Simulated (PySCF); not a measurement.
## A study: F2Si, SMILES `F[Si]F`

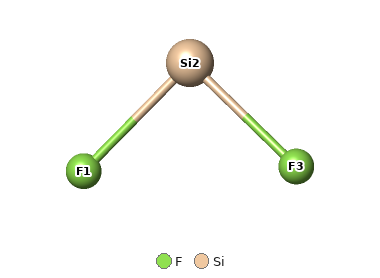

The molecule, with its atoms numbered as below. No frequency check shows the geometry to be a minimum.

Cartesian coordinates (Å):

```
F1       1.1683    0.4888    0.0000
Si2      0.0001   -0.6283    0.0000
F3      -1.1685    0.4886    0.0000
```

Part 1: Bonding charge

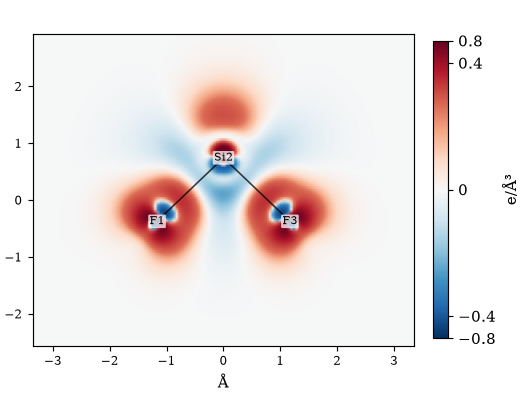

Deformation density (molecule less spherical, spin-averaged free atoms) in the molecular plane; colour scale in e/Å³, logarithmic beyond ±0.1; red: gain, blue: loss.

Method: TPSS/def2-SVP; geometry: GFN2-xTB; program: PySCF.

Q: Describe the bonding that the map shows.

A: F1–Si2 and Si2–F3: −0.01 e/Å³ at the bond critical point (bond length 1.62 Å, Mayer order 1.1); up to 0.6 Å beside the axis the gain reaches +0.23 e/Å³. In all, 0.6 electrons gather in the regions of gain relative to the promolecule. A small or negative value marks a very polar bond, one between electron-rich atoms, whose free-atom densities already overlap strongly, a long bond to a heavier atom, or a closed-shell contact such as a hydrogen bond.

Q: Where do the Hirshfeld charges lie?

A: The highest Hirshfeld charge is on Si2 (+0.37 e), the lowest on F1 and F3 (−0.19 e).

| atom | charge (e) |
| --- | --- |
| F1 | −0.19 |
| Si2 | +0.37 |
| F3 | −0.19 |

Part 2: Local ionisation energy

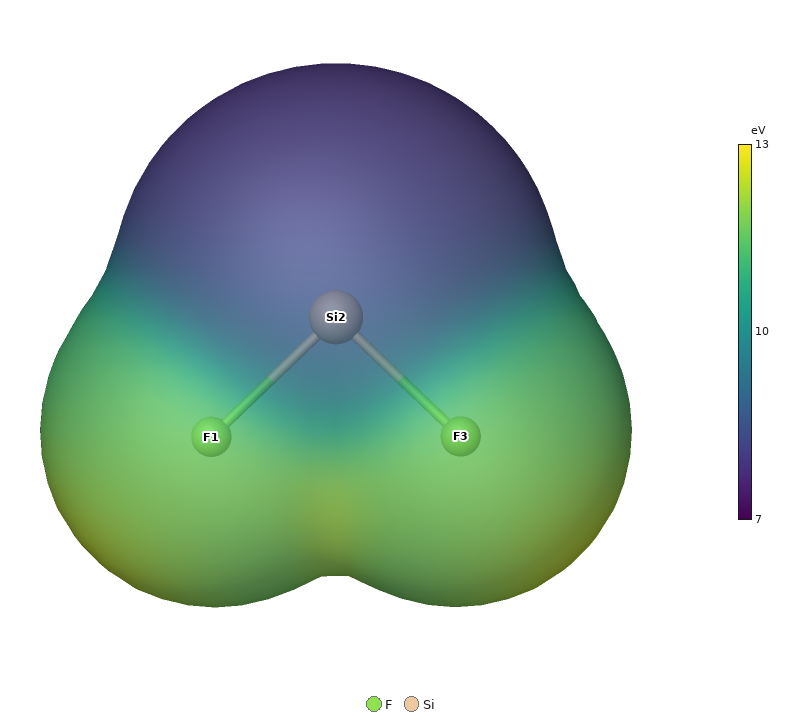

Average local ionisation energy on the surface of electron density 0.001 a.u.

Q: Where are the most loosely bound electrons on this surface?

A: The lowest value is 7.9 eV, 2.4 Å from Si2. Further minima include 11.7 eV, 1.6 Å from F1. For comparison, the highest occupied orbital lies at −7.3 eV.

Part 3: Excited states

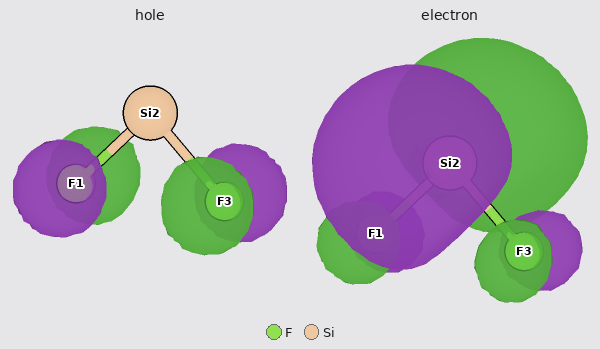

Leading natural transition orbital pair of S₃ (TDA singlet states); the surfaces enclose about 85 % of each orbital's density.

PySCF calculation, PBE/def2-SVP, gas phase; geometry: GFN2-xTB. Without diffuse functions Rydberg states are missing, so the states' numbers hold for this basis only.

Q: Give its energy and the atoms that hole and electron lie on.

A: 7.53 eV (165 nm), f = 0.040; the leading pair carries 60 %; hole on F1 and F3 (37 % each) and Si2 (26 %), electron on Si2 (82 %) and F1 and F3 (9 % each) (shares are of the whole state, not of the leading pair alone); their centroids lie 0.8 Å apart. In canonical orbitals it is mainly HOMO−2 → LUMO (60 %). The HOMO–LUMO gap is 4.29 eV.

Part 4: Removing or adding an electron

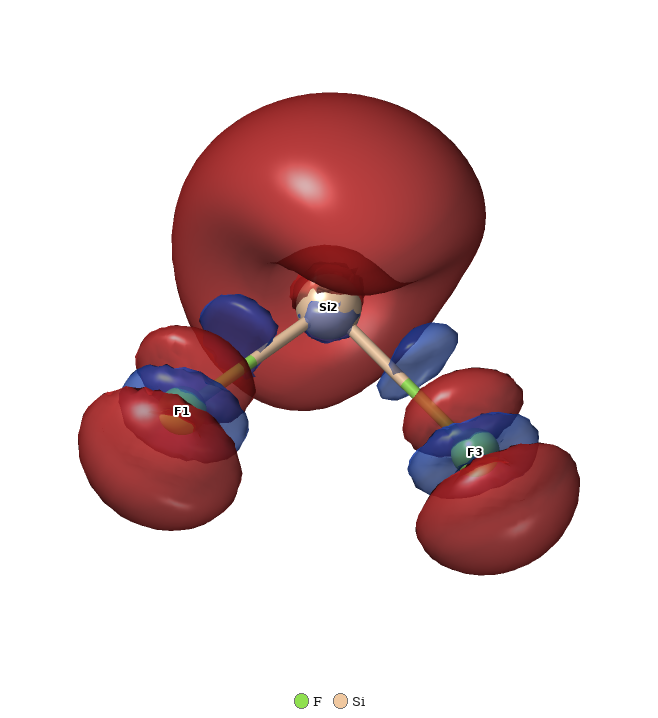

Fukui function f⁻ = ρ(N) − ρ(N−1) at fixed geometry, surfaces at ±0.03 e/Å³ (red positive, blue negative).

Method: PBE0/6-31+G*; geometry: GFN2-xTB; program: PySCF.

Q: Which atoms respond most to the removal of an electron?

A: f⁻ (Hirshfeld-condensed) is largest on Si2 (0.70); the vertical ionisation energy is 11.37 eV. Condensed values hint at sites of electrophilic attack but needn't mark the atom that reacts. Orbital relaxation makes it negative in places (0.09 e in all).

Part 5: Localised orbitals

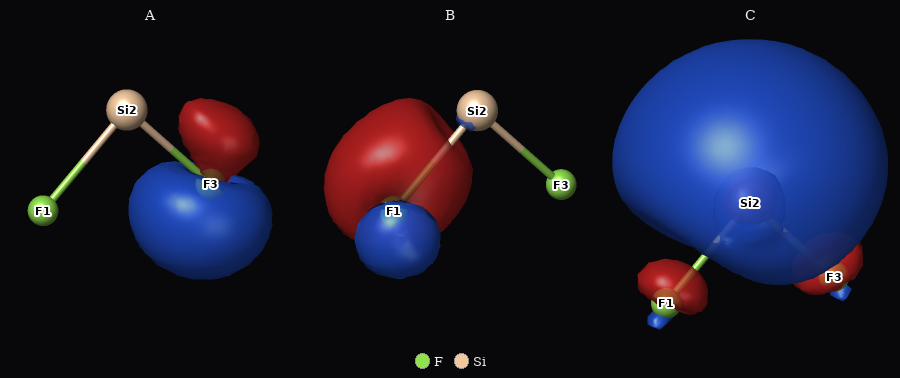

Foster–Boys orbitals, occupied; each surface holds about 85 % of the orbital's density. Energies are diagonal elements of the Fock matrix.

Method: TPSS/6-31G*; geometry: GFN2-xTB; program: PySCF.

Q: Identify each orbital.

A: By panel:
- A: lone pair on F3 (sp2.3-type) (F3 97 %; −14.9 eV)
- B: pair mostly on F1, shared in part with Si2 (F1 87 %, Si2 13 %; −16.1 eV)
- C: lone pair on Si2 (s-type) (Si2 98 %; −8.3 eV)
